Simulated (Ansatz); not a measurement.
The calculation's input:

```
crystal:
  periodic: [false, false, false]
  atoms:
    - {symbol: In, position_ang: [-0.033841, -0.057008, 0.000195]}
    - {symbol: Cl, position_ang: [2.283292, -0.148272, 0.013999]}
    - {symbol: Cl, position_ang: [-1.223616, 1.933415, -0.016488]}
    - {symbol: F, position_ang: [-1.025835, -1.728135, 0.002293]}
basis:
  gaussian: {orbitals: def2-TZVP, initial_orbitals: start.molden}
hamiltonian: {xc: pbe0, dispersion: d4}
scf: {omitted_lower_state_checks: [starts]}
output: {orbitals: {seedname: orbitals}}
```

Run with:

```sh
ansatz run in.yaml --threads 4 --pin off --events-out ev --progress --plain --max-ram 3916MiB
```

Geometry: r2SCAN-D4/def2-SVP; core potentials replace the inner electrons of In.

The calculation used RKS PBE0-D4/def2-TZVP in Ansatz.

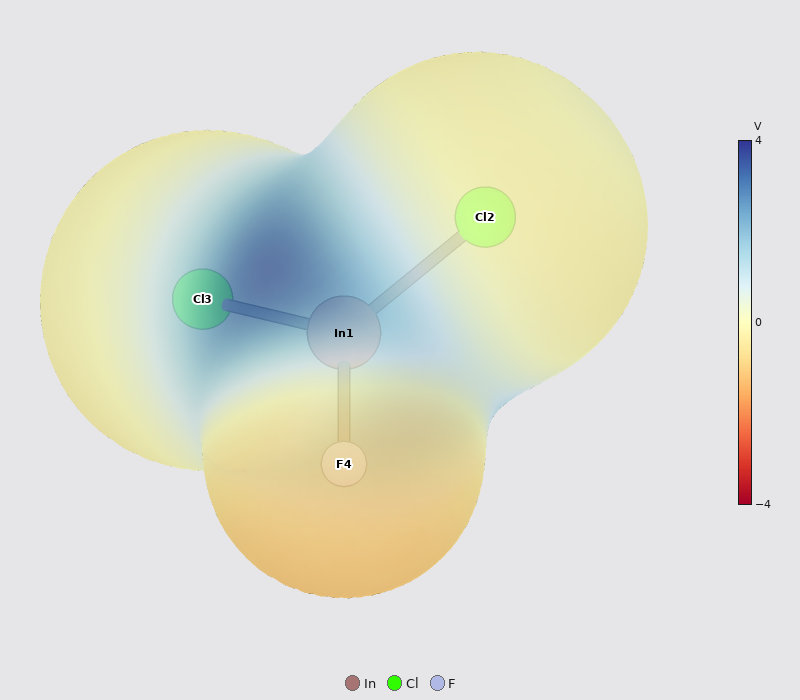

Cl₂FIn (InCl2F). The electrostatic potential painted on the density surface at 0.001 e/bohr³, seen at a tilt; red is negative and blue positive.

Where is the surface potential most negative and most positive?

The most negative region (about −1.1 V) lies over F4, the most positive (about +3.4 V) over In1.
